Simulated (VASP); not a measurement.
Band structure of Co (hcp). Calculation: r2SCAN+rVV10, VASP's PBE PAW potentials (set 64) (plane waves; VASP 6.6.1).

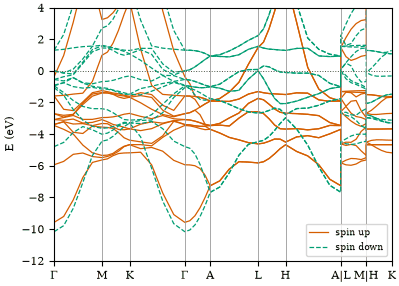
Figure: Bands along high-symmetry lines, zero at the valence-band maximum or, without a gap, the Fermi level

**Question.** Read the plot: is there a gap, and where are the band edges?

**Answer.** It has no gap at this level: it comes out as a metal or semimetal.

The compound is Co in the hcp structure. It was relaxed first, which changed the volume by -6 %.
